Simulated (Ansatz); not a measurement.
# GePH₂ (doublet): correlated methods under varied settings

Aim: run GePH₂ (doublet) at one geometry under a spread of methods and options, and see what each costs and gives.

Computed with Ansatz 0.2.0, Gaussian basis. Level: the settings change from run to run.

21 further runs of the same task are left out: 13 that didn't finish, 8 set aside as unsound or not needed.

### 1 What is computed

The geometry is a PBE0/def2-TZVP stationary point (not a proven minimum) of the parent state, kept for this charge and spin. No spin-orbit coupling is included. The filled d shell of Ge may be among the frozen orbitals whatever the setting's name suggests; the logs give the count.

4 atoms, charge 0, spin multiplicity 2.

Atoms are counted from 1 here; the program's logs count them from 0.

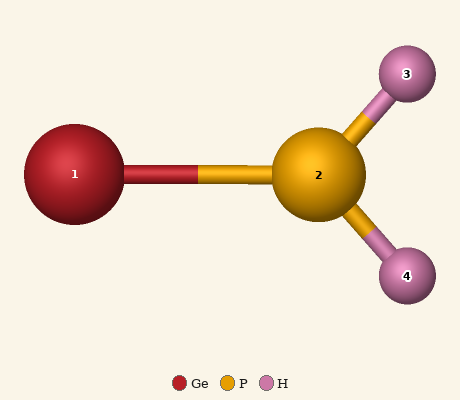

The structure; germanium red, phosphorus amber, hydrogen pink; atoms are numbered from 1 in the order of the file.

### 2 BCCD(T)/6-31G*

The input, in.yaml:

```yaml
crystal:
  periodic: [false, false, false]
  atoms:
    - {symbol: Ge, position_ang: [0.000000, 0.000000, 0.820452]}
    - {symbol: P, position_ang: [0.000000, 0.000000, -1.749476]}
    - {symbol: H, position_ang: [0.000000, 1.065765, -2.683586]}
    - {symbol: H, position_ang: [0.000000, -1.065765, -2.683586]}
basis:
  gaussian: {orbitals: "6-31G*"}
magnetization: {spin_polarized: true, initial_magnetization: 1}
hamiltonian: {xc: {name: B3LYP}}
correlation: {method: bccd_t, electrons: outside_noble_gas}
scf: {lower_state_search: off}
```

Command:

```
$ ansatz run in.yaml --threads 1 --pin off --events-out ev --progress --plain --max-ram 2393MiB
```

Log, cut to the lines that bear on the results:

```text
Functional definition: B3LYP
  name "B3LYP"
  cite "Stephens, Devlin, Chabalowski & Frisch, J. Phys. Chem. 98, 11623 (1994) doi:10.1021/j100096a001"
  cite "Becke, Phys. Rev. A 38, 3098 (1988) doi:10.1103/PhysRevA.38.3098"
  cite "Lee, Yang & Parr, Phys. Rev. B 37, 785 (1988) doi:10.1103/PhysRevB.37.785"
  cite "Vosko, Wilk & Nusair, Can. J. Phys. 58, 1200 (1980) doi:10.1139/p80-159"
[...]
539 factors; integrals over basis functions are off by at most 7.3e-4 eV
[...]
mean field -65831.43497062 eV, -2419.2606130208 hartree, gradient 2.4e-6 eV, S^2 0.785210; 0 other end points of the search recorded, 0 dependent functions left out
19 core orbitals not correlated: weight in the atoms' cores, before any rotation towards them, 1.000 or more for the frozen orbitals, at most 0.000 for the correlated occupied ones
reference -65766.53838034 eV, -2416.8757073166 hartree; 6, 5 occupied and 33, 34 virtual orbitals, 539 factors
second order -4.86114540 eV of doubles, -0.26251801 eV of singles
cycle   1  -5.43463695 eV  change   -3.2e-1 eV  update   1.1e-1
[...]
cycle  16  -5.75511937 eV  change   -3.2e-6 eV  update   6.5e-6
perturbative correction -0.28734694 eV, -0.0105598054 hartree
Total energy: -65772.58084665 eV, -2417.0977638577 hartree
Checks for a lower state left out: stability, starts, cluster_reference, orbital_swaps, neighbouring_geometries, increment
```

Wall time 1.8 s (1 thread of Intel Xeon 6975P-C, shared host).

From the report: ⟨S²⟩ of the determinant 0.785 (pure doublet: 0.75); correlation -6.0425 eV; largest double amplitude 0.13.

### 3 NEVPT2(7,6)/def2-SVP

The input, in.yaml:

```yaml
crystal:
  periodic: [false, false, false]
  atoms:
    - {symbol: Ge, position_ang: [0.000000, 0.000000, 0.820452]}
    - {symbol: P, position_ang: [0.000000, 0.000000, -1.749476]}
    - {symbol: H, position_ang: [0.000000, 1.065765, -2.683586]}
    - {symbol: H, position_ang: [0.000000, -1.065765, -2.683586]}
basis:
  gaussian: {orbitals: def2-SVP}
magnetization: {spin_polarized: false, initial_magnetization: 1}
correlation: {method: sc_nevpt2, electrons: outside_noble_gas, active_space: {window: {electrons: 7, orbitals: 6}}}
```

The command is unchanged.

Log:

```text
Functional definition: HF
  name "HF"
  cite "Fock, Z. Phys. 61, 126 (1930) doi:10.1007/BF01340294"
  parent pbe
  exchange = exact_x
  correlation = 0
579 factors; integrals over basis functions are off by at most 8.3e-4 eV
mean field evaluation 1: about -65764.1968 eV, gradient 1.2e1 eV
mean field evaluation 2: about -65764.1988 eV, gradient 1.2e1 eV
mean field evaluation 4: about -65765.2400 eV, gradient 1.8e0 eV
mean field evaluation 8: about -65765.2584 eV, gradient 1.4e-4 eV
mean field evaluation 16: about -65763.6774 eV, gradient 1.7e-2 eV
mean field evaluation 32: about -65764.4478 eV, gradient 1.4e-2 eV
mean field evaluation 64: about -65763.6751 eV, gradient 4.8e-1 eV
mean field -65765.25836551 eV, -2416.8286676393 hartree, gradient 1.6e-6 eV, S^2 0.750000; 10 other end points of the search recorded, 0 dependent functions left out
reference -65765.25836551 eV, -2416.8286676393 hartree; 25, 24 occupied and 35, 36 virtual orbitals, 579 factors
state -65766.42895881 eV, -2416.8716861495 hartree
state -65766.42895881 eV, -2416.8716861495 hartree; corrected -65770.65331526 eV, -2417.0269283856 hartree
Total energy: -65770.65331526 eV, -2417.0269283856 hartree
```

Run time: 4 s. Hardware: 1 thread of Intel Xeon 6975P-C, shared host.

From the report: 76 determinants; active occupations 1.98, 1.96, 1.87, 1.00, 0.14, 0.05.

### 4 NEVPT2(1,2)/cc-pVDZ

Changes to in.yaml since step 3:

```diff
@@ -8,4 +8,5 @@
 basis:
-  gaussian: {orbitals: def2-SVP}
+  gaussian: {orbitals: cc-pVDZ}
 magnetization: {spin_polarized: false, initial_magnetization: 1}
-correlation: {method: sc_nevpt2, electrons: outside_noble_gas, active_space: {window: {electrons: 7, orbitals: 6}}}
+correlation: {method: sc_nevpt2, electrons: outside_noble_gas, active_space: {window: {electrons: 1, orbitals: 2}}}
+accuracy: high
```

Same command.

Log, cut to the lines that bear on the results:

```text
Functional definition: HF
  name "HF"
  cite "Fock, Z. Phys. 61, 126 (1930) doi:10.1007/BF01340294"
  parent pbe
[...]
1109 factors; integrals over basis functions are off by at most 4.4e-9 eV
[...]
mean field -65774.57269779 eV, -2417.1709630371 hartree, gradient 9.3e-8 eV, S^2 0.750000; 10 other end points of the search recorded, 0 dependent functions left out
reference -65774.57269779 eV, -2417.1709630371 hartree; 25, 24 occupied and 30, 31 virtual orbitals, 1109 factors
state -65774.57269779 eV, -2417.1709630371 hartree
state -65774.57269779 eV, -2417.1709630371 hartree; corrected -65779.75014258 eV, -2417.3612306239 hartree
WARN: 1 active orbitals are nearly empty or full. The corrections depend on them more than the energy does, and are more stable in an active space without them
Total energy: -65779.75014258 eV, -2417.3612306239 hartree
```

Wall time 7 s (1 thread of Intel Xeon 6975P-C, shared host).

From the report: 1 determinant; active occupations 1.00, 0.00. The report marks this result as in doubt.

### 5 BCCD on ROHF/cc-pVDZ

Changes to in.yaml since step 4:

```diff
@@ -8,5 +8,4 @@
 basis:
-  gaussian: {orbitals: cc-pVDZ}
+  gaussian: {orbitals: cc-pVDZ, point_charges: [{charge: -0.50, position_ang: [4.532, -0.575, -0.714]}]}
 magnetization: {spin_polarized: false, initial_magnetization: 1}
-correlation: {method: sc_nevpt2, electrons: outside_noble_gas, active_space: {window: {electrons: 1, orbitals: 2}}}
-accuracy: high
+correlation: {method: bccd, electrons: outside_noble_gas}
```

The command is unchanged.

Log, cut to the lines that bear on the results:

```text
Functional definition: HF
  name "HF"
  cite "Fock, Z. Phys. 61, 126 (1930) doi:10.1007/BF01340294"
  parent pbe
[...]
609 factors; integrals over basis functions are off by at most 1.4e-3 eV
[...]
mean field -65774.54582631 eV, -2417.1699755286 hartree, gradient 2.7e-6 eV, S^2 0.750000; 9 other end points of the search recorded, 0 dependent functions left out
[...]
determinant -65774.54582631 eV, -2417.1699755286 hartree, with singles and doubles -65780.72309795 eV, -2417.3969860740 hartree
determinant -65773.67763634 eV, -2417.1380701357 hartree, with singles and doubles -65779.72476967 eV, -2417.3602981864 hartree
determinant -65773.07056870 eV, -2417.1157608112 hartree, with singles and doubles -65778.95542769 eV, -2417.3320253902 hartree
determinant -65771.75183349 eV, -2417.0672981862 hartree, with singles and doubles -65778.25691844 eV, -2417.3063556488 hartree
determinant -65774.07915258 eV, -2417.1528255852 hartree, with singles and doubles -65780.70756431 eV, -2417.3964152233 hartree
determinant -65774.07915258 eV, -2417.1528255852 hartree, with singles and doubles -65780.71033812 eV, -2417.3965171589 hartree
determinant -65774.54582631 eV, -2417.1699755286 hartree, with singles and doubles -65780.72546555 eV, -2417.3970730816 hartree
unrestricted determinant -65774.84664340 eV, -2417.1810303525 hartree, S^2 1.4662
19 core orbitals not correlated: weight in the atoms' cores, before any rotation towards them, 1.000 or more for the frozen orbitals, at most 0.000 for the correlated occupied ones
reference -65774.54582631 eV, -2417.1699755286 hartree; 6, 5 occupied and 30, 31 virtual orbitals, 609 factors
second order -5.12554870 eV of doubles, -0.05648773 eV of singles
cycle   1  -6.15843241 eV  change    2.1e-2 eV  update   3.1e-2
[...]
cycle  13  -6.16934378 eV  change   -3.2e-7 eV  update   8.2e-6
WARN: the results are in doubt because among natural orbitals full CI differs from the method by -0.095 eV
Total energy: -65780.71517010 eV, -2417.3966947310 hartree
In doubt: among natural orbitals full CI differs from the method by -0.095 eV
```

Wall time 8 s (1 thread of Intel Xeon 6975P-C, shared host).

From the report: correlation -6.1693 eV; largest double amplitude 0.12. The program marks this result as in doubt; its last lines say why.

### 6 NEVPT2(1,5)/STO-3G

Changes to in.yaml since step 5:

```diff
@@ -8,4 +8,4 @@
 basis:
-  gaussian: {orbitals: cc-pVDZ, point_charges: [{charge: -0.50, position_ang: [4.532, -0.575, -0.714]}]}
+  gaussian: {orbitals: STO-3G, point_charges: [{charge: 1.00, position_ang: [4.755, 0.602, 0.513]}]}
 magnetization: {spin_polarized: false, initial_magnetization: 1}
-correlation: {method: bccd, electrons: outside_noble_gas}
+correlation: {method: sc_nevpt2, electrons: all, active_space: {window: {electrons: 1, orbitals: 5}}}
```

Launched as before.

Log:

```text
Functional definition: HF
  name "HF"
  cite "Fock, Z. Phys. 61, 126 (1930) doi:10.1007/BF01340294"
  parent pbe
  exchange = exact_x
  correlation = 0
291 factors; integrals over basis functions are off by at most 1.4e-5 eV
mean field evaluation 1: about -65025.7085 eV, gradient 6.4e0 eV
mean field evaluation 2: about -65025.7242 eV, gradient 6.4e0 eV
mean field evaluation 4: about -65025.9603 eV, gradient 1.0e0 eV
mean field evaluation 8: about -65025.9749 eV, gradient 4.8e-3 eV
mean field evaluation 16: about -65025.9738 eV, gradient 2.0e-1 eV
mean field evaluation 32: about -65025.9745 eV, gradient 2.0e-1 eV
mean field -65025.97491453 eV, -2389.6605019203 hartree, gradient 3.2e-6 eV, S^2 0.750000; 6 other end points of the search recorded, 0 dependent functions left out
reference -65025.97491453 eV, -2389.6605019203 hartree; 25, 24 occupied and 4, 5 virtual orbitals, 291 factors
state -65025.97491453 eV, -2389.6605019203 hartree
state -65025.97491453 eV, -2389.6605019203 hartree; corrected -65027.42426343 eV, -2389.7137645096 hartree
Total energy: -65027.42426343 eV, -2389.7137645096 hartree
```

Run time: 0.42 s. Hardware: 1 thread of Intel Xeon 6975P-C, shared host.

From the report: 5 determinants; active occupations 1.00, 0.00, 0.00, 0.00, 0.00.

### 7 BCCD on UHF/cc-pVDZ

The input, in.yaml:

```yaml
crystal:
  periodic: [false, false, false]
  atoms:
    - {symbol: Ge, position_ang: [0.000000, 0.000000, 0.820452]}
    - {symbol: P, position_ang: [0.000000, 0.000000, -1.749476]}
    - {symbol: H, position_ang: [0.000000, 1.065765, -2.683586]}
    - {symbol: H, position_ang: [0.000000, -1.065765, -2.683586]}
basis:
  gaussian: {orbitals: cc-pVDZ}
magnetization: {spin_polarized: true, initial_magnetization: 1}
correlation: {method: bccd, electrons: valence}
scf: {omitted_lower_state_checks: [cluster_reference]}
```

Same command.

Log, cut to the lines that bear on the results:

```text
Functional definition: HF
  name "HF"
  cite "Fock, Z. Phys. 61, 126 (1930) doi:10.1007/BF01340294"
  parent pbe
[...]
609 factors; integrals over basis functions are off by at most 1.4e-3 eV
[...]
mean field -65774.86357778 eV, -2417.1816526795 hartree, gradient 3.5e-6 eV, S^2 1.451563; 14 other end points of the search recorded, 0 dependent functions left out
14 core orbitals not correlated: weight in the atoms' cores, before any rotation towards them, 1.000 or more for the frozen orbitals, at most 0.000 for the correlated occupied ones
reference -65774.86357778 eV, -2417.1816526795 hartree; 11, 10 occupied and 30, 31 virtual orbitals, 609 factors
second order -5.04913393 eV of doubles, -0.00000000 eV of singles
cycle   1  -5.79156648 eV  change   -7.4e-1 eV  update   1.0e-1
[...]
cycle  17  -6.30727383 eV  change    4.4e-6 eV  update   9.5e-6
WARN: the results are in doubt because among natural orbitals full CI differs from the method by -0.108 eV
Total energy: -65781.17085161 eV, -2417.4134407175 hartree
In doubt: among natural orbitals full CI differs from the method by -0.108 eV
Checks for a lower state left out: cluster_reference
```

Run time: 7 s. Hardware: 1 thread of Intel Xeon 6975P-C, shared host.

From the report: ⟨S²⟩ of the determinant 1.452 (pure doublet: 0.75); correlation -6.3073 eV; largest double amplitude 0.12. The determinant is far from a pure spin state, so its energy mixes those of several spin states (harmless only where they are near-degenerate, as at dissociation). The program marks this result as in doubt; its last lines say why.

### 8 BCCD(T) on ROHF/cc-pVDZ

Changes to in.yaml since step 7:

```diff
@@ -9,4 +9,4 @@
   gaussian: {orbitals: cc-pVDZ}
-magnetization: {spin_polarized: true, initial_magnetization: 1}
-correlation: {method: bccd, electrons: valence}
-scf: {omitted_lower_state_checks: [cluster_reference]}
+magnetization: {spin_polarized: false, initial_magnetization: 1}
+correlation: {method: bccd_t, electrons: outside_noble_gas, diis_vectors: 12}
+output: {forces: true}
```

Same command.

Log, cut to the lines that bear on the results:

```text
Functional definition: HF
  name "HF"
  cite "Fock, Z. Phys. 61, 126 (1930) doi:10.1007/BF01340294"
  parent pbe
[...]
609 factors; integrals over basis functions are off by at most 1.4e-3 eV
[...]
mean field -65774.57265235 eV, -2417.1709613672 hartree, gradient 1.8e-6 eV, S^2 0.750000; 12 other end points of the search recorded, 0 dependent functions left out
[...]
determinant -65774.57265235 eV, -2417.1709613672 hartree, with singles and doubles -65780.74917093 eV, -2417.3979442384 hartree
determinant -65773.77261942 eV, -2417.1415606995 hartree, with singles and doubles -65779.81713555 eV, -2417.3636925699 hartree
determinant -65772.99063590 eV, -2417.1128233351 hartree, with singles and doubles -65778.90083105 eV, -2417.3300190009 hartree
determinant -65771.77081457 eV, -2417.0679957282 hartree, with singles and doubles -65778.26980190 eV, -2417.3068291073 hartree
[...]
19 core orbitals not correlated: weight in the atoms' cores, before any rotation towards them, 1.000 or more for the frozen orbitals, at most 0.000 for the correlated occupied ones
reference -65774.57265235 eV, -2417.1709613672 hartree; 6, 5 occupied and 30, 31 virtual orbitals, 609 factors
second order -5.12729028 eV of doubles, -0.05653085 eV of singles
cycle   1  -6.15794343 eV  change    2.1e-2 eV  update   3.0e-2
[...]
cycle  17  -6.16821350 eV  change    2.2e-9 eV  update   2.8e-7
perturbative correction -0.30003005 eV, -0.0110259011 hartree
[...]
Total energy: -65781.04089590 eV, -2417.4086649334 hartree
Atom 0 at     0.000000     0.000000     0.820452 Å, force     0.000000     0.000000    -2.204515 eV/Å
Atom 1 at     0.000000     0.000000    -1.749476 Å, force     0.000000    -0.000000     1.806563 eV/Å
Atom 2 at     0.000000     1.065765    -2.683586 Å, force    -0.000000     0.233427     0.198976 eV/Å
Atom 3 at     0.000000    -1.065765    -2.683586 Å, force    -0.000000    -0.233427     0.198976 eV/Å
Dipole moment:    -0.000000    -0.000000    -0.002980 e Å
```

It took 12 s on 1 thread of Intel Xeon 6975P-C, shared host.

From the report: correlation -6.4682 eV; largest double amplitude 0.12.

### 9 CCSDT on ROHF/cc-pVDZ

Changes to in.yaml since step 8:

```diff
@@ -8,5 +8,4 @@
 basis:
-  gaussian: {orbitals: cc-pVDZ}
+  gaussian: {orbitals: cc-pVDZ, fitting: {mean_field: def2-universal-jkfit}}
 magnetization: {spin_polarized: false, initial_magnetization: 1}
-correlation: {method: bccd_t, electrons: outside_noble_gas, diis_vectors: 12}
-output: {forces: true}
+correlation: {method: ccsdt, electrons: outside_noble_gas}
```

The command is unchanged.

Log, cut to the lines that bear on the results:

```text
Functional definition: HF
  name "HF"
  cite "Fock, Z. Phys. 61, 126 (1930) doi:10.1007/BF01340294"
  parent pbe
[...]
430 factors; integrals over basis functions are off by at most 3.7e-1 eV
[...]
mean field -65774.57134608 eV, -2417.1709133627 hartree, gradient 1.1e-6 eV, S^2 0.750000; 12 other end points of the search recorded, 0 dependent functions left out
[...]
determinant -65774.57134608 eV, -2417.1709133627 hartree, with singles and doubles -65780.74669229 eV, -2417.3978531499 hartree
determinant -65773.77131712 eV, -2417.1415128406 hartree, with singles and doubles -65779.81471546 eV, -2417.3636036335 hartree
determinant -65772.98949344 eV, -2417.1127813505 hartree, with singles and doubles -65778.89851906 eV, -2417.3299340365 hartree
determinant -65771.76953662 eV, -2417.0679487643 hartree, with singles and doubles -65778.26730766 eV, -2417.3067374454 hartree
[...]
determinant -65774.13216500 eV, -2417.1547737555 hartree, with singles and doubles -65780.73195442 eV, -2417.3973115433 hartree
determinant -65774.13216500 eV, -2417.1547737555 hartree, with singles and doubles -65780.73454288 eV, -2417.3974066675 hartree
determinant -65774.57134608 eV, -2417.1709133627 hartree, with singles and doubles -65780.74892106 eV, -2417.3979350558 hartree
unrestricted determinant -65774.86221809 eV, -2417.1816027121 hartree, S^2 1.4516
19 core orbitals not correlated: weight in the atoms' cores, before any rotation towards them, 1.000 or more for the frozen orbitals, at most 0.000 for the correlated occupied ones
reference -65774.57134608 eV, -2417.1709133627 hartree; 6, 5 occupied and 30, 31 virtual orbitals, 430 factors
second order -5.12226957 eV of doubles, -0.05653075 eV of singles
cycle   1  -5.82118272 eV  change   -6.4e-1 eV  update   1.2e-1
[...]
cycle  24  -6.52618368 eV  change   -4.3e-7 eV  update   1.2e-6
Total energy: -65781.09752976 eV, -2417.4107461893 hartree
```

Run time: 15 s. Hardware: 1 thread of Intel Xeon 6975P-C, shared host.

From the report: correlation -6.5262 eV; T1 0.050; largest double amplitude 0.17.

### 10 CCSD(T) on ROHF/cc-pVDZ

Changes to in.yaml since step 9:

```diff
@@ -8,4 +8,5 @@
 basis:
-  gaussian: {orbitals: cc-pVDZ, fitting: {mean_field: def2-universal-jkfit}}
+  gaussian: {orbitals: cc-pVDZ, point_charges: [{charge: 1.00, position_ang: [4.050, -0.522, 0.409]}]}
 magnetization: {spin_polarized: false, initial_magnetization: 1}
-correlation: {method: ccsdt, electrons: outside_noble_gas}
+correlation: {method: ccsd_t, electrons: valence}
+output: {forces: true}
```

Same command.

Log, cut to the lines that bear on the results:

```text
Functional definition: HF
  name "HF"
  cite "Fock, Z. Phys. 61, 126 (1930) doi:10.1007/BF01340294"
  parent pbe
[...]
609 factors; integrals over basis functions are off by at most 1.4e-3 eV
[...]
mean field -65774.67001600 eV, -2417.1745394153 hartree, gradient 1.7e-6 eV, S^2 0.750000; 9 other end points of the search recorded, 0 dependent functions left out
[...]
determinant -65774.67001600 eV, -2417.1745394153 hartree, with singles and doubles -65781.35045693 eV, -2417.4200410914 hartree
determinant -65774.07677579 eV, -2417.1527382397 hartree, with singles and doubles -65780.58076486 eV, -2417.3917554296 hartree
determinant -65772.99018420 eV, -2417.1128067355 hartree, with singles and doubles -65779.32418876 eV, -2417.3455771095 hartree
determinant -65771.87011687 eV, -2417.0716450203 hartree, with singles and doubles -65778.86978787 eV, -2417.3288781848 hartree
[...]
14 core orbitals not correlated: weight in the atoms' cores, before any rotation towards them, 1.000 or more for the frozen orbitals, at most 0.000 for the correlated occupied ones
reference -65774.67001600 eV, -2417.1745394153 hartree; 11, 10 occupied and 30, 31 virtual orbitals, 609 factors
second order -5.63640598 eV of doubles, -0.05934692 eV of singles
cycle   1  -6.68435132 eV  change   -3.6e-6 eV  update   3.0e-6
[...]
cycle   7  -6.68435184 eV  change   -5.5e-8 eV  update   1.6e-7
perturbative correction -0.34646310 eV, -0.0127322841 hartree
[...]
Total energy: -65781.70083094 eV, -2417.4329170988 hartree
Atom 0 at     0.000000     0.000000     0.820452 Å, force     0.057964    -0.007118    -2.103041 eV/Å
Atom 1 at     0.000000     0.000000    -1.749476 Å, force     0.214702    -0.000779     1.763407 eV/Å
Atom 2 at     0.000000     1.065765    -2.683586 Å, force    -0.063118     0.237586     0.188255 eV/Å
Atom 3 at     0.000000    -1.065765    -2.683586 Å, force    -0.047983    -0.246531     0.175080 eV/Å
Dipole moment:    -0.245735     0.034817    -0.257147 e Å
```

Wall time 15 s (1 thread of Intel Xeon 6975P-C, shared host).

From the report: correlation -7.0308 eV; T1 0.034; largest double amplitude 0.13.

### 11 The runs in one table

Where basis and cores are those of an earlier RCCSDT(Q)/cc-pVDZ run (-65781.1271 eV), and the state is the same kind, the miss against it is given. † marks a result that the program doubts.

| level | correlated | functions | energy (eV) | from RCCSDT(Q) (meV) | time |
| --- | --- | --- | --- | --- | --- |
| BCCD(T)/6-31G* (on B3LYP orbitals) | outside noble gas | 58 | -65772.5808 |  | 1.8 s |
| NEVPT2(7,6)/def2-SVP | outside noble gas | 60 | -65770.6533 |  | 4 s |
| NEVPT2(1,2)/cc-pVDZ † | outside noble gas | 55 | -65779.7501 | 1377.0 | 7 s |
| BCCD on ROHF/cc-pVDZ (beside a point charge) † | outside noble gas | 55 | -65780.7152 |  | 8 s |
| NEVPT2(1,5)/STO-3G (beside a point charge) | all | 29 | -65027.4243 |  | 0.42 s |
| BCCD on UHF/cc-pVDZ † | valence | 55 | -65781.1709 |  | 7 s |
| BCCD(T) on ROHF/cc-pVDZ | outside noble gas | 55 | -65781.0409 | 86.2 | 12 s |
| CCSDT on ROHF/cc-pVDZ | outside noble gas | 55 | -65781.0975 | 29.6 | 15 s |
| CCSD(T) on ROHF/cc-pVDZ (beside a point charge) | valence | 55 | -65781.7008 |  | 15 s |

### 12 Outcome

```
quantity                                                  value
    runs                                                      9
quickest     NEVPT2(1,5)/STO-3G (beside a point charge), 0.42 s
 slowest  CCSD(T) on ROHF/cc-pVDZ (beside a point charge), 15 s
```

In words: Total energies in different bases, with other cores or another treatment of relativity can't be set against each other. CCSD(T) on ROHF/cc-pVDZ (beside a point charge) took 36 times as long as NEVPT2(1,5)/STO-3G (beside a point charge); the jobs differ in more than the method. Among the correlated runs with a miss given, it spans +30 to +1377 meV.
